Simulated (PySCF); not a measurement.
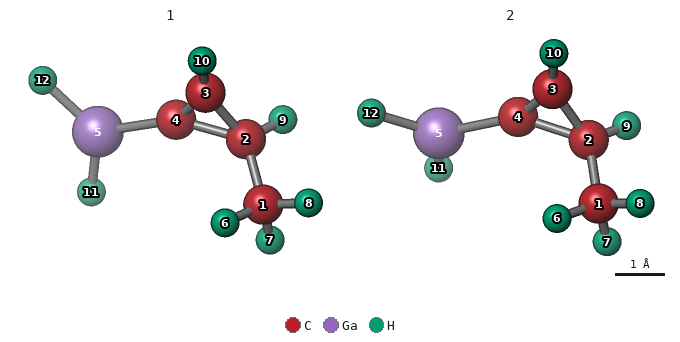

Two geometries of C$_{4}$H$_{7}$Ga, drawn at one scale. One is the start of a relaxation, the other its converged end. The picture is a ball-and-stick view, seen at a tilt.

All numbers below come from PBE0-D3(BJ)/def2-SVP geometry optimisation, gas phase in PySCF 2.14.0, density-fitted response routines. 

Q: Which one is relaxed?

A: Structure 1 is the relaxed one. The start comes from GFN2-xTB. Its atoms were then displaced at random by about 0.01 Å. The energy falls by 3.43 kcal/mol in 19 geometry steps. The atom that moves furthest after the best rigid fit is H12 (0.87 Å). By element the largest moves are H 0.87 Å, C 0.18 Å, Ga 0.04 Å. Near-neighbour distances that change, for instance: C2–C4 1.569 → 1.528 Å, C3–C4 1.352 → 1.313 Å, C2–H9 1.068 → 1.103 Å, C1–C2 1.482 → 1.511 Å. Among the angles between lasting bonds that change: C3–C4–Ga5 152.6° → 148.5°, H11–Ga5–H12 118.4° → 122.2°, C1–C2–C4 118.8° → 122.0°. Groups turn about C4–Ga5 by about 35°. The run took 120 s on 1 thread of Arm Neoverse V2, on a shared host.
